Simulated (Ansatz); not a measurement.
# BHLYP/def2-SVP run of CH6NPSi (SMILES C1NP[SiH2]1)

What is the vertical ionisation energy of CH6NPSi at BHLYP/def2-SVP? 

Program for the calculation: Ansatz 0.2.0.

102 further runs of the same task are left out: 102 set aside as unsound or not needed. Runs told in other sessions of the task aren't counted.

### Step 1. The structure to begin with

CH6NPSi: 10 atoms, total charge 0, spin state singlet. SMILES: `C1NP[SiH2]1`. Geometry: relaxed at PBE0-D4/def2-TZVP.

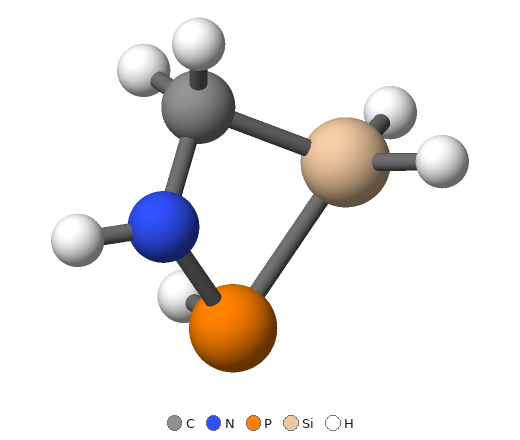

Viewed from a chosen angle; carbon grey, nitrogen blue, phosphorus orange, silicon light orange, hydrogen white.

### Step 2. A single-point energy at BHLYP/def2-SVP

run.yaml

```yaml
basis:
  gaussian:
    orbitals: def2-SVP
crystal:
  periodic: [false, false, false]
  atoms:
    - {symbol: C, position_ang: [-0.518900, 0.753700, -0.280300]}
    - {symbol: N, position_ang: [0.388700, 0.867200, 0.865200]}
    - {symbol: P, position_ang: [0.973900, -0.716000, 1.275900]}
    - {symbol: Si, position_ang: [0.382300, -0.797300, -0.907400]}
    - {symbol: H, position_ang: [-0.525900, 1.647300, -0.910700]}
    - {symbol: H, position_ang: [-1.554200, 0.512400, 0.003600]}
    - {symbol: H, position_ang: [0.126500, 1.500500, 1.609100]}
    - {symbol: H, position_ang: [-0.253100, -1.393600, 1.631500]}
    - {symbol: H, position_ang: [1.493100, -0.499900, -1.848100]}
    - {symbol: H, position_ang: [-0.429200, -1.925500, -1.435800]}
hamiltonian:
  xc: {name: BHLYP}
accuracy: high
output: {orbitals: {seedname: orbitals}}
```

Started as:

```sh
$ ansatz run run.yaml --threads 1 --pin off --max-ram 3480MiB --events-out events.jsonl --progress --plain --runs-dir runs
```

The program printed:

```text
Warning: RAYON_NUM_THREADS=1 ignored (pool sized by the plan → 1); use --threads N
Functional definition: BHLYP
  name "BHLYP"
  parameter a = 0.5
  exchange = (1 - a)*b88_x + a*exact_x
  correlation = lyp_c
2170 factors; integrals over basis functions are off by at most 3.6e-9 eV
mean field evaluation 1: about -19777.3190 eV, gradient 3.9e1 eV
mean field evaluation 2: about -19776.2634 eV, gradient 4.4e1 eV
mean field evaluation 4: about -19780.7161 eV, gradient 1.8e0 eV
mean field evaluation 8: about -19781.2102 eV, gradient 1.6e-1 eV
mean field evaluation 16: about -19781.2103 eV, gradient 7.7e-5 eV
mean field -19781.21030575 eV, -726.9460705504 hartree, gradient 6.3e-8 eV, S^2 0.000000; 0 other end points of the search recorded, 0 dependent functions left out
reference -19781.21033385 eV, -726.9460715832 hartree; 24, 24 occupied and 70, 70 virtual orbitals, 2170 factors
Total energy: -19781.21033385 eV, -726.9460715832 hartree
```

Wall time 11 s (1 thread of Arm Neoverse V2, shared host); peak memory 0.34 GiB.

### Step 3. The doublet cation

input.yaml

```yaml
crystal:
  periodic: [false, false, false]
  atoms:
    - {symbol: C, position_ang: [-0.518900, 0.753700, -0.280300]}
    - {symbol: N, position_ang: [0.388700, 0.867200, 0.865200]}
    - {symbol: P, position_ang: [0.973900, -0.716000, 1.275900]}
    - {symbol: Si, position_ang: [0.382300, -0.797300, -0.907400]}
    - {symbol: H, position_ang: [-0.525900, 1.647300, -0.910700]}
    - {symbol: H, position_ang: [-1.554200, 0.512400, 0.003600]}
    - {symbol: H, position_ang: [0.126500, 1.500500, 1.609100]}
    - {symbol: H, position_ang: [-0.253100, -1.393600, 1.631500]}
    - {symbol: H, position_ang: [1.493100, -0.499900, -1.848100]}
    - {symbol: H, position_ang: [-0.429200, -1.925500, -1.435800]}
basis:
  gaussian:
    orbitals: def2-SVP
total_charge: 1
magnetization:
  spin_polarized: true
  initial_magnetization: 1
hamiltonian:
  xc: {name: BHLYP}
accuracy: high
output:
  orbitals: {seedname: orbitals}
```

Started as:

```sh
$ ansatz run input.yaml --threads 1 --pin off --max-ram 3480MiB --events-out events.jsonl --progress --plain --runs-dir runs
```

The program printed:

```text
Warning: RAYON_NUM_THREADS=1 ignored (pool sized by the plan → 1); use --threads N
[... 5 set-up lines as earlier in the session ...]
2170 factors; integrals over basis functions are off by at most 3.6e-9 eV
mean field evaluation 1: about -19762.4162 eV, gradient 4.6e1 eV
mean field evaluation 2: about -19743.3846 eV, gradient 7.4e1 eV
mean field evaluation 4: about -19772.3057 eV, gradient 4.8e0 eV
mean field evaluation 8: about -19772.4590 eV, gradient 7.5e-1 eV
mean field evaluation 16: about -19772.5385 eV, gradient 2.2e-2 eV
mean field evaluation 32: about -19772.5385 eV, gradient 3.1e-7 eV
mean field -19772.53847429 eV, -726.6273866221 hartree, gradient 3.6e-8 eV, S^2 0.764131; 2 other end points of the search recorded, 0 dependent functions left out
reference -19772.53850272 eV, -726.6273876670 hartree; 24, 23 occupied and 70, 71 virtual orbitals, 2170 factors
Total energy: -19772.53850272 eV, -726.6273876670 hartree
```

It took 20 s on 1 thread of Arm Neoverse V2, shared host; peak memory 0.49 GiB.

### Step 4. Outcome

At BHLYP/def2-SVP:

```
                                          quantity          value
                     singlet CH6NPSi: total energy  -726.94607 Eh
                      singlet CH6NPSi: HOMO energy       -7.67 eV
                      singlet CH6NPSi: LUMO energy        1.06 eV
                    singlet CH6NPSi: HOMO–LUMO gap        8.73 eV
                      doublet cation: total energy  -726.62739 Eh
doublet cation: HOMO energy (highest over α and β)      -13.90 eV
 doublet cation: LUMO energy (lowest over α and β)       -9.60 eV
                              doublet cation: ⟨S²⟩          0.764
vertical ionisation energy (to the doublet cation)       8.672 eV
```

Removing an electron at fixed nuclei costs 8.67 eV (200 kcal/mol). The negative HOMO energy of the first species, 7.67 eV, lies 1.00 eV below that difference.
